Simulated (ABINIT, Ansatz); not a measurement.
# A GW chain in ABINIT: MoF6 (Im-3m), part 3 of 3

How does a plane-wave GW calculation on MoF6 (Im-3m) run from the first input to the gap?

ABINIT 10.8.3; LDA and many-body steps on it, plane waves. Known limits of the many-body steps: not at the basis limit; no spin-orbit coupling; coarse k mesh.

So far. Step 4 (Empty states on the mesh, 2×2×2 mesh, 98 bands): On this mesh the gap is 4.294 eV. Step 5 (Screening, 2×2×2 mesh, 90 bands, screening to 98 eV): Local fields lower ε∞ by 31 %. On a Γ-centred mesh this coarse the value itself is usually too large, while a short band sum pulls it down.

## (6) Self-energy, 2×2×2 mesh, 90 bands, screening to 98 eV

The self-energy is evaluated for the states that the input lists, and the levels follow from it, in one-shot runs by the linearised quasiparticle equation.

This step: G0W0 on LDA, plane waves, norm-conserving pseudopotentials.

run.abi

```
acell 3*1.0 Angstrom
rprim 
  -3.167343216100 3.167343216100 3.167343216100
  3.167343216100 -3.167343216100 3.167343216100
  3.167343216100 3.167343216100 -3.167343216100
ntypat 2
znucl 42 9
natom 7
typat 1 2 2 2 2 2 2
xred 
  0.000000000000 0.000000000000 0.000000000000
  0.710671220000 0.710671220000 0.000000000000
  0.289328780000 0.289328780000 0.000000000000
  0.000000000000 0.289328780000 0.289328780000
  0.000000000000 0.710671220000 0.710671220000
  0.710671220000 0.000000000000 0.710671220000
  0.289328780000 0.000000000000 0.289328780000
pp_dirpath "pseudos"
pseudos "Mo.upf, F.upf"
ecut 36
ngkpt 2 2 2
nshiftk 1
shiftk 0 0 0
kptopt 1
chksymbreak 0
istwfk *1
occopt 1
irdwfk 1
optdriver 4
nband 90
gwcalctyp 0
ecutsigx 36
symsigma 1
nkptgw 2
kptgw 
  0.0000000000 0.0000000000 0.0000000000
  0.5000000000 0.0000000000 0.0000000000
bdgw 
  26 31
  27 30
ecuteps 3.6
irdscr 1
ppmodel 1
indata_prefix "in"
outdata_prefix "out"
tmpdata_prefix "tmp"
```

Run with:

```sh
OMP_NUM_THREADS=1 mpirun -n 4 abinit run.abi > log
```

Numbers of over 12 decimals in the logs are rounded to 6 here.

The log of the run:

```text
.Version 10.8.3 of ABINIT. v10.8.2 released Aug 2026.

 Symmetries : space group Im -3 m (#229); Bravais cI (body-center cubic)
[... echo of the input left out ...]
== DATASET  1 ==================================================================
-   mpi_nproc: 4, omp_nthreads: 1 (-1 if OMP is not activated)

--- !DatasetInfo
iteration_state: {dtset: 1, }
dimensions: {natom: 7, nkpt: 3, mband: 90, nsppol: 1, nspinor: 1, nspden: 1, mpw: 8992, }
cutoff_energies: {ecut:  36.0, pawecutdg:  -1.0, }
electrons: {nelect:   5.60000000E+01, charge:   0.00000000E+00, occopt:   1.00000000E+00, tsmear:   1.00000000E-02, }

 SIGMA: Calculation of the GW corrections

 Based on a program developped by R.W. Godby, V. Olevano, G. Onida, and L. Reining.
 Incorporated in ABINIT by V. Olevano, G.-M. Rignanese, and M. Torrent.
.Using double precision arithmetic ; gwpc =  8

[... cell and pseudopotentials left out ...]
--------------------------------------------------------------------------------

 ==== K-mesh for the wavefunctions ====
 Number of points in the irreducible wedge :     3
[... list of points left out ...]
 Together with 48 symmetry operations and time-reversal symmetry
 yields     8 points in the full Brillouin Zone.

 ==== Q-mesh for screening function ====
 Number of points in the irreducible wedge :     3
[... list of points left out ...]
 Together with 48 symmetry operations and time-reversal symmetry
 yields     8 points in the full Brillouin Zone.

 vcoul_init : cutoff-mode = AUXILIARY_FUNCTION
 q-points for optical limit:   1
     1)      0.000010    0.000020    0.000030
 setmesh: FFT mesh size selected  =    45x   45x   45
          total number of points  =        91125

 Number of electrons calculated from density =   56.0000; Expected =   56.0000
 average of density, n =  0.065290
 r_s =    1.5406
 omega_plasma =   24.6478 [eV]

 === KS Band Gaps ===
  >>>> For spin  1
   Minimum direct gap =   4.3739 [eV], located at k-point      :   0.5000  0.0000  0.0000
   Fundamental gap    =   4.2937 [eV], Top of valence bands at :   0.0000  0.0000  0.0000
                                       Bottom of conduction at :   0.5000  0.0000  0.0000
 SIGMA fundamental parameters:
 PLASMON POLE MODEL  1
 number of plane-waves for SigmaX                 8781
 number of plane-waves for SigmaC and W            321
 number of plane-waves for wavefunctions          8781
 number of bands                                    90
 number of independent spin polarizations            1
 number of spinorial components                      1
 number of k-points in IBZ                           3
 number of q-points in IBZ                           3
 number of symmetry operations                      48
 number of k-points in BZ                            8
 number of q-points in BZ                            8
 number of frequencies for dSigma/dE                 9
 frequency step for dSigma/dE [eV]                0.25
 number of omega for Sigma on real axis              0
 max omega for Sigma on real axis  [eV]           0.00
 zcut for avoiding poles [eV]                     0.10

 EPSILON^-1 parameters (SCR file):
 dimension of the eps^-1 matrix on file            321
 dimension of the eps^-1 matrix used               321
 number of plane-waves for wavefunctions          8781
 number of bands                                    90
 number of q-points in IBZ                           3
 number of frequencies                               2
 number of real frequencies                          1
 number of imag frequencies                          1

 matrix elements of self-energy operator (all in [eV])

 Perturbative Calculation

--- !SelfEnergy_ee
iteration_state: {dtset: 1, }
kpoint     : [   0.000,    0.000,    0.000, ]
spin       : 1
KS_gap     :    4.409
QP_gap     :    9.018
Delta_QP_KS:    4.609
data: !SigmaeeData |
     Band     E0 <VxcDFT>   SigX SigC(E0)      Z dSigC/dE  Sig(E)    E-E0       E
       26  -4.388 -22.745 -29.804   5.388   0.771  -0.298 -24.032  -1.288  -5.675
       27  -4.388 -22.745 -29.804   5.388   0.771  -0.298 -24.032  -1.288  -5.675
       28  -4.388 -22.745 -29.804   5.388   0.771  -0.298 -24.032  -1.288  -5.675
       29   0.022 -20.820 -15.337  -1.506   0.835  -0.198 -17.499   3.321   3.343
       30   0.022 -20.820 -15.337  -1.506   0.835  -0.198 -17.499   3.321   3.343
       31   0.022 -20.820 -15.337  -1.506   0.835  -0.198 -17.499   3.321   3.343

--- !SelfEnergy_ee
iteration_state: {dtset: 1, }
kpoint     : [   0.500,    0.000,    0.000, ]
spin       : 1
KS_gap     :    4.374
QP_gap     :    8.968
Delta_QP_KS:    4.594
data: !SigmaeeData |
     Band     E0 <VxcDFT>   SigX SigC(E0)      Z dSigC/dE  Sig(E)    E-E0       E
       27  -4.486 -22.514 -29.573   5.368   0.771  -0.297 -23.817  -1.303  -5.789
       28  -4.468 -22.582 -29.653   5.383   0.770  -0.298 -23.882  -1.300  -5.768
       29  -0.094 -20.416 -14.915  -1.565   0.837  -0.195 -17.121   3.294   3.200
       30  -0.093 -20.407 -14.915  -1.565   0.837  -0.195 -17.120   3.287   3.193

== END DATASET(S) ==============================================================
================================================================================

 -outvars: echo values of variables after computation  --------
           etotal      0.0000000000E+00
            nband          90
             nkpt           3
          spgroup         229
 [... the other variables as echoed above ...]

 Calculation completed.
```

Elapsed: 6.8 s, on 4 MPI ranks of Arm Neoverse V2, shared host; peak memory 0.91 GiB; 27 s of CPU time.

This step gave:

```yaml
g0w0_gap_on_the_points_computed: 8.868 eV
starting_gap_on_the_mesh: 4.294 eV
k_of_the_valence_top: 0, 0, 0
k_of_the_conduction_bottom: 0.5, 0, 0
z_at_the_valence_top: 0.771
z_at_the_conduction_bottom: 0.837
least_direct_g0w0_gap_on_the_computed_points: 8.961 eV
```

The gap on the mesh goes from 4.29 eV to 8.87 eV, a correction of +4.57 eV.

Limits: finite bands, cutoff and mesh; no spin-orbit coupling; coarse k mesh. v1 is the top filled band, c1 the lowest empty one. Levels before and after the correction, in eV, zero at the valence-band top of each column:

|  | conduction bottom | valence top |
| --- | --- | --- |
| Kohn-Sham | 4.29 | 0.00 |
| G0W0 | 8.87 | 0.00 |

|  | level | energy (eV) |
| --- | --- | --- |
| Kohn-Sham | Γ v3-v1 | 0.000 |
| Kohn-Sham | Γ c1-c3 | 4.409 |
| Kohn-Sham | (0.5 0 0) v2 | -0.099 |
| Kohn-Sham | (0.5 0 0) v1 | -0.080 |
| Kohn-Sham | (0.5 0 0) c1 | 4.294 |
| Kohn-Sham | (0.5 0 0) c2 | 4.294 |
| G0W0 | Γ v3-v1 | 0.000 |
| G0W0 | Γ c1-c3 | 9.018 |
| G0W0 | (0.5 0 0) v2 | -0.114 |
| G0W0 | (0.5 0 0) v1 | -0.093 |
| G0W0 | (0.5 0 0) c1 | 8.875 |
| G0W0 | (0.5 0 0) c2 | 8.868 |

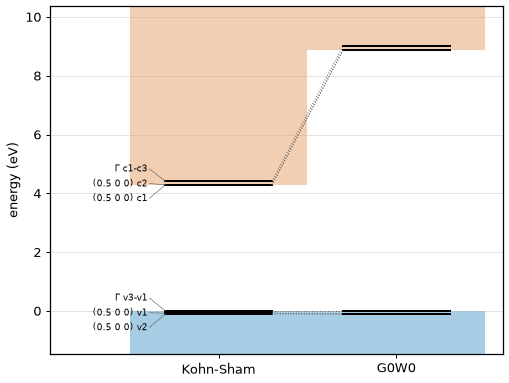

Levels before and after the correction. Shaded: valence and conduction bands.

## (7) Where the time went

Times are wall times on 4 MPI ranks of Arm Neoverse V2, shared host, good to a factor of about two.

| step | time | share | memory (GiB) |
| --- | --- | --- | --- |
| ground state | 72 s | 43 % | 0.51 |
| bands along the symmetry lines | 49 s | 29 % | 0.45 |
| empty states on the mesh | 27 s | 16 % | 0.38 |
| screening | 14 s | 8 % | 1.0 |
| self-energy | 6.8 s | 4 % | 0.91 |

## (8) What came out

| Property | Result |
| --- | --- |
| LDA gap | 4.27 eV, indirect |
| G0W0 gap on the mesh | 8.87 eV |
| G0W0 gap over the zone (rigid shift) | 8.85 eV |
| GW settings | 2×2×2 mesh, 90 bands, screening to 98 eV, Godby-Needs plasmon pole |
| known limits | not at the basis limit; no spin-orbit coupling; coarse k mesh |

G0W0 moves the gap on the mesh from 4.29 eV to 8.87 eV (+4.57 eV), with Z of 0.77 and 0.84 at the edges. The mesh misses the band edges by 0.02 eV in all; a rigid shift gives 8.85 eV for the zone. Local fields lower the RPA ε∞ on this mesh from 2.86 to 1.97; a Γ-centred mesh this coarse tends to raise both, most where the direct gap is narrow, while a short band sum lowers them. Only 2 of the mesh's irreducible points were corrected, so a valley elsewhere could overtake. Bands and cutoff are finite, so the gap is not at the basis limit. The miss can reach some tenths of an eV and take either sign; the mesh is an error of its own. In the G0W0 run levels were corrected at 2 k points alone, so a gap called «on the mesh» is the least over those, and an edge elsewhere would be missed. The 2×2×2 mesh is coarse for this cell, which bears on the long-range parts of exchange and screening. The many-body steps are scalar-relativistic: spin-orbit coupling is not in them.

[Paths, hosts, dates, memory and timing lines, banners, echoed tables and standing remarks are left out of the program output.]

[Logs are printed without paths, hosts, clocks, repeated set-up lines and the standing remarks that a program may print on its own settings, such as how far it seeks lower states.]

[Runs of the session that timed out or met a known fault of the program may be left out.]

[Hosts, paths, dates, database ids (printed as entryN), source tags and the programs' standing remarks are cut or masked in the printed files.]

[G0W0 gaps are taken among the corrected bands and points alone; a level outside them can change the order at an edge.]

[Where Ansatz stands beside ABINIT at settings called matched, ABINIT's density can come from a denser mesh and the files from another edition; pairs whose starting gaps differed by over 0.03 eV were left out, so agreement reads better than it is.]
